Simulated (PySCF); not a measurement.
C5H7BBrCl: excited-state calculation

C5H7BBrCl, computed with TDDFT CAM-B3LYP/def2-SVPD, vertical, gas phase, core orbitals frozen in the response (PySCF 2.14.0).

The geometry comes from this level: GFN2-xTB. It belongs to a series of runs on one base structure; here: H on C replaced by CH2Cl.

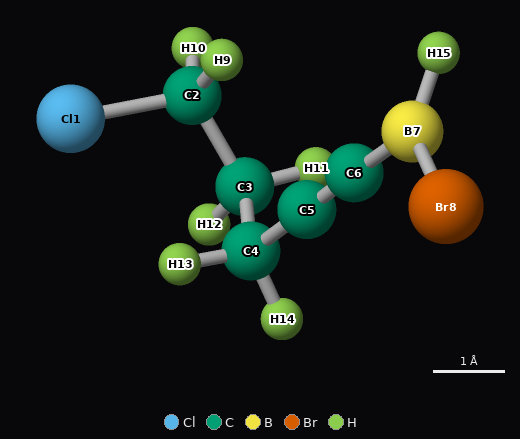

Figure 1. The structure as given in the input (ball-and-stick view, seen at a tilt; atoms are numbered from 1 in the order of the input).

## Key numbers

| quantity | value |
| --- | --- |
| outcome | converged |
| total energy | −3253.339863 hartree |
| HOMO | −9.30 eV |
| LUMO | −1.10 eV |
| dipole moment | 2.64 D |
| mean polarisability | 111.73 a.u. |
| lowest singlet excitation | 4.23 eV |
| hardware | 1 CPU thread, shared host |
| wall time | 98 s |
| peak memory | 1.2 GiB |

## Notes

Spin–orbit coupling is left out, which matters for the heavy atoms.

## Input
```
{"job": {"kind": "uv", "xc": "CAM-B3LYP", "basis": "def2-SVPD", "nstates": 8, "ntriplets": 3}, "charge": 0, "multiplicity": 1}
Cl    -2.417517    -0.618560     1.612233
C     -1.820866     0.568988     0.415002
C     -1.520557    -0.106723    -0.912156
C     -0.352392    -1.093916    -0.801847
C      0.891617    -0.431527    -0.495791
C      1.918625     0.155310    -0.237528
B      3.217497     0.823668     0.067602
Br     4.812235    -0.154426    -0.042635
H     -0.922149     1.018882     0.838222
H     -2.601104     1.322044     0.308815
H     -1.277790     0.670739    -1.640678
H     -2.407301    -0.639037    -1.259799
H     -0.563309    -1.819427    -0.010353
H     -0.237173    -1.643101    -1.740546
H      3.275770     1.955076     0.371891
```

The first line tells a small driver script what to run in PySCF; the rest is the geometry in Å.

Command:
```bash
OMP_NUM_THREADS=1 python <driver script> task.json out
```

## The program's output
```
coarse grid: 62032 points
cycle   1  E = -3253.2914222027  dE =  8.431e-04  |g| = 4.004e-01  |ddm| = 1.512e+01
cycle   2  E = -3253.3060799147  dE = -1.466e-02  |g| = 3.679e-01  |ddm| = 2.182e+00
cycle   3  E = -3253.3376463402  dE = -3.157e-02  |g| = 9.333e-02  |ddm| = 1.153e+00
cycle   4  E = -3253.3392899657  dE = -1.644e-03  |g| = 4.841e-02  |ddm| = 2.315e-01
cycle   5  E = -3253.3398994641  dE = -6.095e-04  |g| = 1.079e-02  |ddm| = 1.173e-01
cycle   6  E = -3253.3399261624  dE = -2.670e-05  |g| = 2.155e-03  |ddm| = 2.597e-02
cycle   7  E = -3253.3399276415  dE = -1.479e-06  |g| = 6.777e-04  |ddm| = 8.783e-03
final grid: 129672 points
cycle   8  E = -3253.3398624361  dE = -1.372e-07  |g| = 6.054e-04  |ddm| = 9.272e-03
cycle   9  E = -3253.3398624355  dE =  6.658e-10  |g| = 6.418e-04  |ddm| = 2.311e-03
cycle  10  E = -3253.3398625417  dE = -1.062e-07  |g| = 8.860e-05  |ddm| = 1.135e-03
cycle  11  E = -3253.3398625439  dE = -2.196e-09  |g| = 4.047e-05  |ddm| = 2.840e-04
cycle  12  E = -3253.3398625447  dE = -8.645e-10  |g| = 1.654e-05  |ddm| = 1.242e-04
```

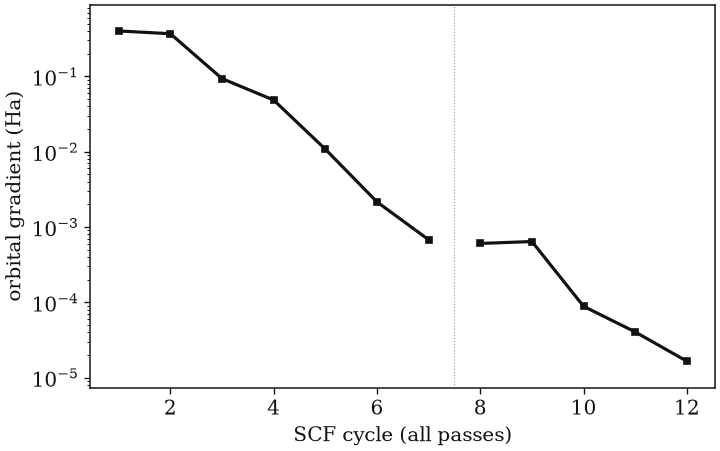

Figure 2. Convergence of the self-consistent field: orbital gradient against the SCF cycle. The dotted line marks the change from a coarse to the final integration grid. The first 7 cycles use a coarse grid, the final grid takes over at cycle 8, and the field converges after 12 cycles in all.

```
converged SCF energy = -3253.3398625447

Static polarisability (au): isotropic 111.729, principal 88.826 92.043 154.318

Singlet excitations
state   eV       nm        f      main configurations
  1   4.2320    293.0   0.00015   H->L 0.89
  2   4.7661    260.1   0.00040   H-2->L 0.91
  3   5.2218    237.4   0.21075   H-1->L 0.83
  4   6.5826    188.4   0.09103   H-5->L 0.82
  5   6.7155    184.6   0.00236   H-1->L+2 0.36, H-1->L+1 0.26, H-1->L+9 0.10
  6   7.0786    175.2   0.01440   H-3->L 0.91
  7   7.1644    173.1   0.00715   H-4->L 0.92
  8   7.3580    168.5   0.00135   H-7->L 0.72, H-9->L 0.09

Triplet excitations (Tamm-Dancoff, eV): 3.9567 3.9643 4.5327
```

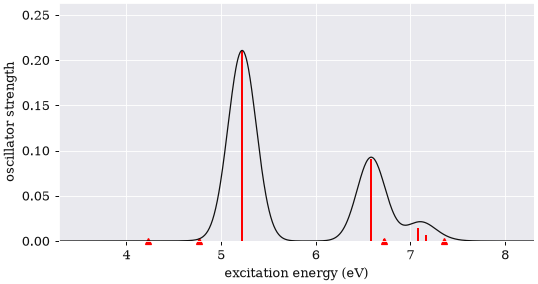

Figure 3. Computed excitations as sticks (degenerate states added up, dark ones marked on the axis), with a Gaussian envelope of 0.35 eV full width at half maximum, scaled to the tallest. Of the 8 states the lowest lies at 4.23 eV (f = 0.000); the strongest line is at 5.22 eV, or 237 nm (f = 0.211).

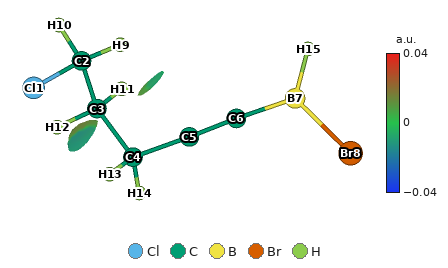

Figure 4. Non-covalent interaction (NCI) plot: the surface where the reduced density gradient is 0.5, for densities under 0.05 a.u., coloured by sign(λ₂)ρ; seen at a tilt.

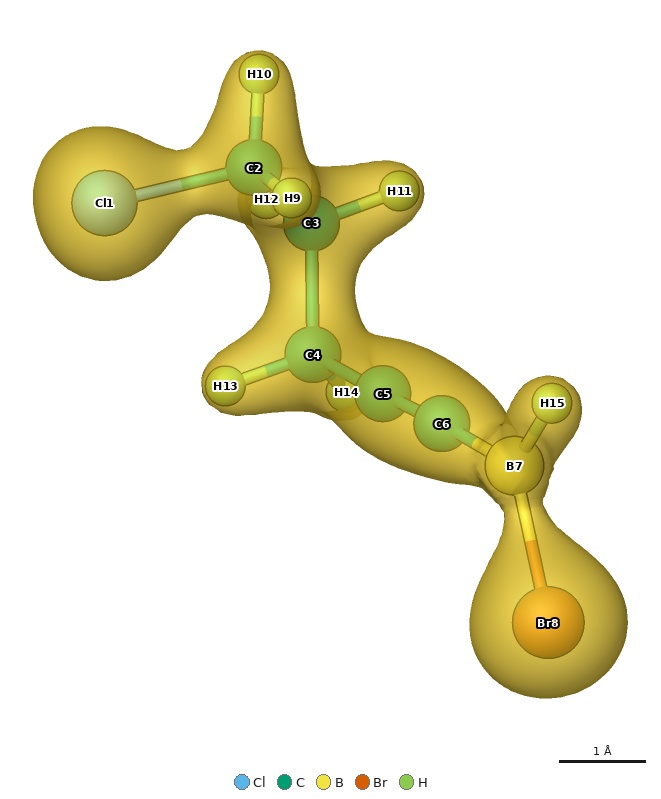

Figure 5. Isosurface of the electron density at 0.8 e/Å³ (yellow), seen at an oblique angle. At this value the surface is in one piece. On the grid the lowest density along these lines, outside the cores, is 2.7 e/Å³ (C–C, 1.21 Å), 1.4 e/Å³ (C–B, 1.49 Å), 1.2 e/Å³ (C–Cl, 1.79 Å) and 0.94 e/Å³ (B–Br, 1.87 Å).

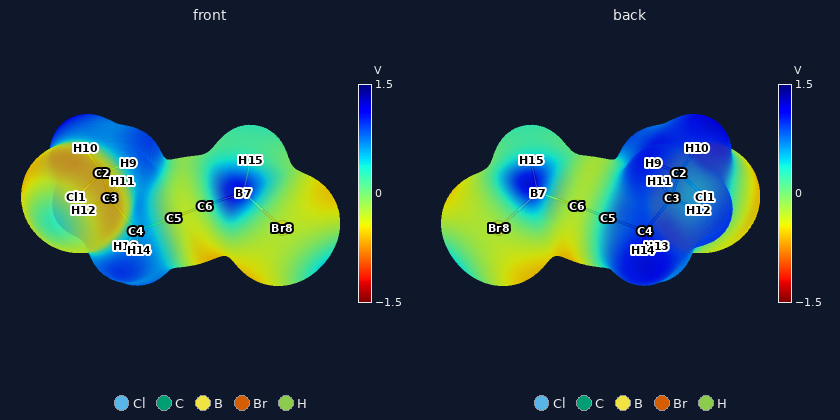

Figure 6. The electrostatic potential painted on the density surface at 0.002 e/bohr³, seen at a tilt and from behind; the colour scale runs from red (negative) to blue (positive). A positive charge is drawn to the negative regions and a negative charge to the positive ones.
